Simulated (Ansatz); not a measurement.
Run report: C₂H₁₀AlN, nudged elastic band (part 1 of 2)

System: C₂H₁₀AlN.
Method: RKS PBE-D4/6-31G* (Ansatz 0.2.0).

It belongs to a series of runs on one base structure; here: band between the two ends.

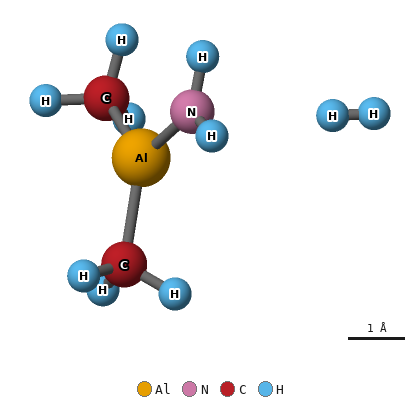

Figure 1. The input geometry (ball-and-stick view, seen at a tilt). Sticks mark near contacts.

The input:
```yaml
crystal:
  periodic: [false, false, false]
  atoms:
    - { symbol: Al, position_ang: [0.035654, 0.134274, -0.460357] }
    - { symbol: "N", position_ang: [1.440939, -0.271405, 0.59183] }
    - { symbol: C, position_ang: [-0.78064, -1.328678, -1.502304] }
    - { symbol: C, position_ang: [-0.574135, 2.012486, -0.480546] }
    - { symbol: H, position_ang: [0.570479, -0.941949, 2.972013] }
    - { symbol: H, position_ang: [0.436303, -1.144297, 3.686434] }
    - { symbol: H, position_ang: [1.962699, 0.397105, 1.158508] }
    - { symbol: H, position_ang: [1.872224, -1.193282, 0.657714] }
    - { symbol: H, position_ang: [-1.846537, -1.458839, -1.240659] }
    - { symbol: H, position_ang: [-0.750073, -1.11733, -2.58676] }
    - { symbol: H, position_ang: [-0.280303, -2.299085, -1.340726] }
    - { symbol: H, position_ang: [0.139517, 2.663885, -1.016398] }
    - { symbol: H, position_ang: [-1.552496, 2.12395, -0.978654] }
    - { symbol: H, position_ang: [-0.673733, 2.423067, 0.539704] }
basis:
  gaussian: { orbitals: "6-31G*" }
hamiltonian:
  xc: pbe
  dispersion: d4
neb:
  order_check: false
  images: 5
  f_tol: 0.05
  max_iterations: 60
  final_atoms:
    - { symbol: Al, position_ang: [-0.54997504, -0.09540447, 0.36441146] }
    - { symbol: "N", position_ang: [1.48620565, -0.34477992, 0.89235805] }
    - { symbol: C, position_ang: [-0.70063161, -1.41388392, -1.12467182] }
    - { symbol: C, position_ang: [-0.5661822, 1.85040617, -0.07363392] }
    - { symbol: H, position_ang: [1.56668623, -0.65075557, 1.86887587] }
    - { symbol: H, position_ang: [-1.19356367, -0.53366594, 1.79563964] }
    - { symbol: H, position_ang: [2.01218793, 0.53195906, 0.79598857] }
    - { symbol: H, position_ang: [1.94590446, -1.05114054, 0.30560039] }
    - { symbol: H, position_ang: [-1.74482943, -1.48586166, -1.48593407] }
    - { symbol: H, position_ang: [-0.08798146, -1.14848664, -2.00871028] }
    - { symbol: H, position_ang: [-0.41469771, -2.44105642, -0.82257664] }
    - { symbol: H, position_ang: [0.09027367, 2.10728009, -0.92766487] }
    - { symbol: H, position_ang: [-1.58087532, 2.18683918, -0.35829067] }
    - { symbol: H, position_ang: [-0.26262351, 2.48845258, 0.77840728] }
  initial_path:
    images:
      - { positions_ang: [[0.035654, 0.134274, -0.460357], [1.440939, -0.271405, 0.59183], [-0.78064, -1.328678, -1.502304], [-0.574135, 2.012486, -0.480546], [0.570479, -0.941949, 2.972013], [0.436303, -1.144297, 3.686434], [1.962699, 0.397105, 1.158508], [1.872224, -1.193282, 0.657714], [-1.846537, -1.458839, -1.240659], [-0.750073, -1.11733, -2.58676], [-0.280303, -2.299085, -1.340726], [0.139517, 2.663885, -1.016398], [-1.552496, 2.12395, -0.978654], [-0.673733, 2.423067, 0.539704]] }
      - { positions_ang: [[-0.06547552, 0.10482586, -0.33842187], [1.51411232, -0.31717417, 0.70929879], [-0.7908823, -1.38002246, -1.41407864], [-0.56398962, 2.01092992, -0.38990353], [0.54691934, -0.79682367, 2.52147079], [0.13595861, -0.92583496, 3.06626148], [2.07120824, 0.36235639, 1.20959663], [1.97170029, -1.22101634, 0.72429566], [-1.74865253, -1.67644077, -1.07152553], [-0.91447767, -1.14428846, -2.45857384], [-0.17271162, -2.2440756, -1.37854062], [0.19210763, 2.618428, -0.90409953], [-1.51580212, 2.18657316, -0.90335537], [-0.66011705, 2.42246512, 0.62737458]] }
      - { positions_ang: [[-0.16660504, 0.07537772, -0.21648674], [1.58728563, -0.36294334, 0.82676758], [-0.8011246, -1.43136692, -1.32585328], [-0.55384423, 2.00937384, -0.29926106], [0.52335967, -0.65169833, 2.07092857], [-0.16438579, -0.70737292, 2.44608897], [2.17971748, 0.32760777, 1.26068526], [2.07117658, -1.24875069, 0.79087732], [-1.65076807, -1.89404255, -0.90239206], [-1.07888233, -1.17124693, -2.33038768], [-0.06512023, -2.1890662, -1.41635524], [0.24469827, 2.57297101, -0.79180106], [-1.47910824, 2.24919631, -0.82805674], [-0.64650109, 2.42186323, 0.71504515]] }
      - { positions_ang: [[-0.26773457, 0.04592957, -0.09455161], [1.66045895, -0.40871251, 0.94423637], [-0.8113669, -1.48271138, -1.23762792], [-0.54369885, 2.00781776, -0.20861859], [0.49980001, -0.506573, 1.62038636], [-0.46473018, -0.48891087, 1.82591645], [2.28822672, 0.29285916, 1.31177389], [2.17065287, -1.27648503, 0.85745899], [-1.5528836, -2.11164432, -0.7332586], [-1.243287, -1.19820539, -2.20220152], [0.04247115, -2.13405681, -1.45416987], [0.2972889, 2.52751401, -0.67950259], [-1.44241437, 2.31181947, -0.75275811], [-0.63288514, 2.42126135, 0.80271573]] }
      - { positions_ang: [[-0.36181472, -0.00118177, 0.05843608], [1.60237452, -0.38740165, 0.9269436], [-0.77445513, -1.45976889, -1.19997589], [-0.5511933, 1.95534723, -0.1636237], [0.85542875, -0.55463386, 1.7032162], [-0.70767468, -0.50382923, 1.81582418], [2.19621379, 0.37255912, 1.13984545], [2.09573673, -1.2013702, 0.67350612], [-1.61686555, -1.9030501, -0.98415042], [-0.85818515, -1.18163247, -2.13770444], [-0.10991847, -2.23639001, -1.24363879], [0.22828383, 2.38743604, -0.76222335], [-1.48856802, 2.27015937, -0.62126896], [-0.5094646, 2.44365843, 0.79461291]] }
      - { positions_ang: [[-0.45589488, -0.04829312, 0.21142377], [1.54429009, -0.36609078, 0.90965083], [-0.73754337, -1.43682641, -1.16232386], [-0.55868775, 1.9028767, -0.11862881], [1.21105749, -0.60269471, 1.78604603], [-0.95061917, -0.51874759, 1.80573191], [2.10420086, 0.45225909, 0.96791701], [2.0208206, -1.12625537, 0.48955325], [-1.68084749, -1.69445588, -1.23504225], [-0.47308331, -1.16505956, -2.07320736], [-0.26230809, -2.33872322, -1.03310771], [0.15927875, 2.24735806, -0.84494411], [-1.53472167, 2.22849927, -0.48977982], [-0.38604405, 2.46605551, 0.7865101]] }
      - { positions_ang: [[-0.54997504, -0.09540447, 0.36441146], [1.48620565, -0.34477992, 0.89235805], [-0.70063161, -1.41388392, -1.12467182], [-0.5661822, 1.85040617, -0.07363392], [1.56668623, -0.65075557, 1.86887587], [-1.19356367, -0.53366594, 1.79563964], [2.01218793, 0.53195906, 0.79598857], [1.94590446, -1.05114054, 0.30560039], [-1.74482943, -1.48586166, -1.48593407], [-0.08798146, -1.14848664, -2.00871028], [-0.41469771, -2.44105642, -0.82257664], [0.09027367, 2.10728009, -0.92766487], [-1.58087532, 2.18683918, -0.35829067], [-0.26262351, 2.48845258, 0.77840728]] }
```

Launch command:
```bash
ansatz run input.yaml --threads 2 --pin off --max-ram 3072MiB --backend cpu --events-out ev --progress --plain --runs-dir out
```

What the program printed:
```
Engine: ansatz 0.2.0, x86_64-unknown-linux-gnu
Functional definition: PBE
  parameter kappa = 0.804
  parameter beta = 0.06672455060314922
  exchange = pbe_x(kappa = kappa, mu = beta*pi^2/3)
  correlation = pbe_c(beta = beta)
1174 factors; their error is unknown
mean field evaluation 1: about -10295.0176 eV, gradient 9.5e1 eV
mean field evaluation 2: about -10249.8904 eV, gradient 1.5e2 eV
mean field evaluation 4: about -10314.7235 eV, gradient 1.1e1 eV
mean field evaluation 8: about -10315.0391 eV, gradient 3.4e-1 eV
mean field evaluation 16: about -10314.9890 eV, gradient 4.3e-4 eV
mean field -10314.98898143 eV, -379.0688533168 hartree, gradient 1.0e-5 eV, S^2 0.000000; 0 other end points of the search recorded, 0 dependent functions left out
the calculation of the forces begins
reference -10314.98902186 eV, -379.0688548028 hartree; 21, 21 occupied and 63, 63 virtual orbitals, 1174 factors
1174 factors; their error is unknown
mean field evaluation 32: about -10315.3560 eV, gradient 3.3e-3 eV
mean field -10315.35603858 eV, -379.0823424183 hartree, gradient 4.0e-5 eV, S^2 0.000000; 0 other end points of the search recorded, 0 dependent functions left out
[... from here on the field's lines of each further geometry are left out, up to the last ...]
NEB iter   1: max|band force component| = 5.569e0 eV/Å  barrier→ = 1.3314 eV  barrier← = 1.7220 eV  Δτ_max = 0.2000 Å  (185 SCF iters)
NEB iter   2: max|band force component| = 1.842e0 eV/Å  barrier→ = 0.9511 eV  barrier← = 1.3417 eV  Δτ_max = 0.2000 Å  (137 SCF iters)
NEB iter   3: max|band force component| = 3.811e0 eV/Å  barrier→ = 1.2559 eV  barrier← = 1.6465 eV  Δτ_max = 0.1004 Å  (145 SCF iters)
NEB iter   4: max|band force component| = 9.854e-1 eV/Å  barrier→ = 1.0435 eV  barrier← = 1.4342 eV  Δτ_max = 0.1638 Å  (135 SCF iters)
NEB iter   5: max|band force component| = 1.263e0 eV/Å  barrier→ = 0.9545 eV  barrier← = 1.3451 eV  Δτ_max = 0.0833 Å  (138 SCF iters)
NEB iter   6: max|band force component| = 7.459e-1 eV/Å  barrier→ = 0.6726 eV  barrier← = 1.0632 eV  Δτ_max = 0.0807 Å  (132 SCF iters)
NEB iter   7: max|band force component| = 6.715e-1 eV/Å  barrier→ = 0.5370 eV  barrier← = 0.9276 eV  Δτ_max = 0.1661 Å  (137 SCF iters)
NEB iter   8: max|band force component| = 4.671e-1 eV/Å  barrier→ = 0.2839 eV  barrier← = 0.6745 eV  CI = image 3  Δτ_max = 0.1640 Å  (133 SCF iters)
NEB iter   9: max|band force component| = 1.010e0 eV/Å  barrier→ = 0.4653 eV  barrier← = 0.8560 eV  CI = image 3  Δτ_max = 0.1677 Å  (132 SCF iters)
NEB iter  10: max|band force component| = 1.136e0 eV/Å  barrier→ = 0.7018 eV  barrier← = 1.0924 eV  CI = image 3  Δτ_max = 0.0821 Å  (139 SCF iters)
NEB iter  11: max|band force component| = 5.363e-1 eV/Å  barrier→ = 0.7987 eV  barrier← = 1.1893 eV  CI = image 3  Δτ_max = 0.1615 Å  (135 SCF iters)
NEB iter  12: max|band force component| = 5.342e-1 eV/Å  barrier→ = 0.8210 eV  barrier← = 1.2116 eV  CI = image 3  Δτ_max = 0.0818 Å  (134 SCF iters)
NEB iter  13: max|band force component| = 2.841e-1 eV/Å  barrier→ = 0.7750 eV  barrier← = 1.1656 eV  CI = image 3  Δτ_max = 0.0537 Å  (135 SCF iters)
NEB iter  14: max|band force component| = 1.106e-1 eV/Å  barrier→ = 0.7582 eV  barrier← = 1.1488 eV  CI = image 3  Δτ_max = 0.0823 Å  (133 SCF iters)
NEB iter  15: max|band force component| = 1.026e-1 eV/Å  barrier→ = 0.7534 eV  barrier← = 1.1441 eV  CI = image 3  Δτ_max = 0.1584 Å  (130 SCF iters)
NEB iter  16: max|band force component| = 9.490e-2 eV/Å  barrier→ = 0.7505 eV  barrier← = 1.1411 eV  CI = image 3  Δτ_max = 0.1555 Å  (129 SCF iters)
NEB iter  17: max|band force component| = 1.043e-1 eV/Å  barrier→ = 0.7476 eV  barrier← = 1.1382 eV  CI = image 3  Δτ_max = 0.0785 Å  (128 SCF iters)
NEB iter  18: max|band force component| = 7.180e-2 eV/Å  barrier→ = 0.7456 eV  barrier← = 1.1362 eV  CI = image 3  Δτ_max = 0.0786 Å  (133 SCF iters)
NEB iter  19: max|band force component| = 6.444e-2 eV/Å  barrier→ = 0.7456 eV  barrier← = 1.1362 eV  CI = image 3  Δτ_max = 0.0786 Å  (130 SCF iters)
the calculation of the forces begins
reference -10315.31457146 eV, -379.0808185297 hartree; 21, 21 occupied and 63, 63 virtual orbitals, 1174 factors
1174 factors; their error is unknown
mean field -10314.21856874 eV, -379.0405411728 hartree, gradient 2.1e-5 eV, S^2 0.000000; 1 other end points of the search recorded, 0 dependent functions left out
the calculation of the forces begins
reference -10314.21860711 eV, -379.0405425830 hartree; 21, 21 occupied and 63, 63 virtual orbitals, 1174 factors
NEB iter  20: max|band force component| = 4.471e-2 eV/Å  barrier→ = 0.7447 eV  barrier← = 1.1353 eV  CI = image 3  Δτ_max = 0.0000 Å  (273 SCF iters)
```
